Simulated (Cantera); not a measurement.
Charge: 1 mol TiO2, a varied amount of H2, held at 1450 K and 10.0 mbar.

These are equilibrium values from Cantera (NASA tables, ideal gas, pure condensed phases), not measurements of a reactor. Candidate condensed phases: H2O, Ti, TiO, TiO2, Ti2O3, Ti3O5, Ti4O7; 12 gas species. Mutual solubility and eutectic melting of coexisting phases are not modelled. Condensed phases not in the tables: Magnéli phases beyond Ti4O7. The numbers say what is thermodynamically allowed, not how fast it happens.

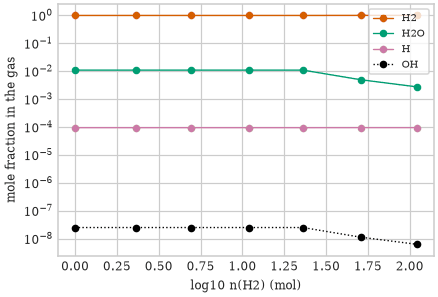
Fig. 1. Equilibrium gas composition (values under 1e-9 drawn at 1e-9)

From 1 mol H2 to 23 mol H2 the condensed part is TiO2(rutile) + Ti4O7(s). At 51 mol H2 the condensed part is Ti4O7(s). At 110 mol H2 the condensed part is Ti3O5(s) + Ti4O7(s).
